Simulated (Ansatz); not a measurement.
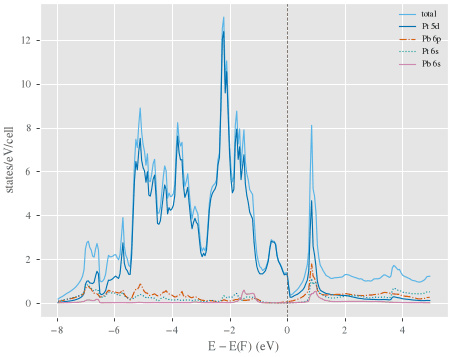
Total and projected density of states of Pt3Pb (Cu3Au type, Pm-3m), DFT-r²SCAN in the program Ansatz with PAW potentials

Problem. Which orbitals carry the states next to the Fermi level?

Solution. Within 0.5 eV of the Fermi level: Pt 5d 91 %, Pb 6p 6 %. Projections are on Löwdin-orthogonalised atomic valence shells; empty p or d shells of many metals are not among them.

Problem. Where is the tallest occupied peak in this window, and what makes it?

Solution. Near -2.2 eV, about 13 states/eV per cell; the largest projected share is Pt 5d.

The workflow started from an entry of the Crystallography Open Database (COD). Its standing as an ambient phase is unchecked. The cell was relaxed with r²SCAN under the symmetry of its start; its stability against distortions is not shown here. No spin polarisation was allowed. Spin–orbit coupling is left out wherever it is not named.

Potentials: the later of the program's two PAW sets.
